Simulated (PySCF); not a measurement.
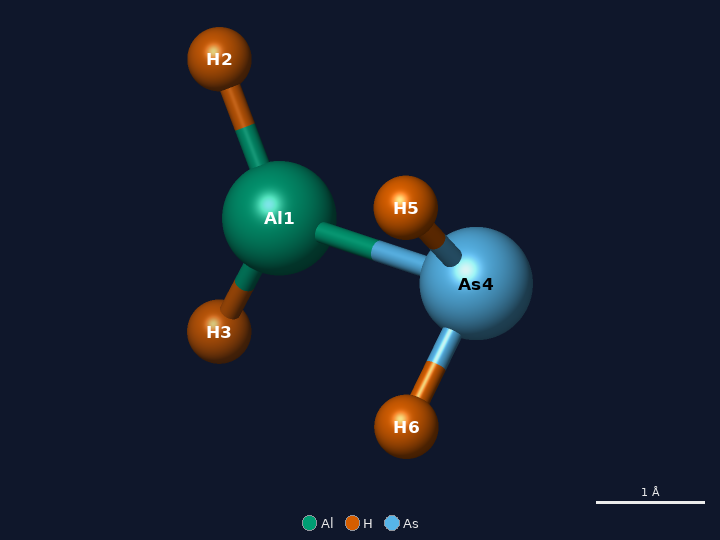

The atoms are numbered. The geometry was computed by an optimisation with PBE0-D4/def2-TZVP. No frequency run is at hand to confirm it as a minimum.

Which atoms are bonded, and how long are the bonds?

| bond | length (Å) |
| --- | --- |
| Al1–H2 | 1.587 |
| Al1–H3 | 1.587 |
| Al1–As4 | 2.428 |
| As4–H5 | 1.522 |
| As4–H6 | 1.522 |
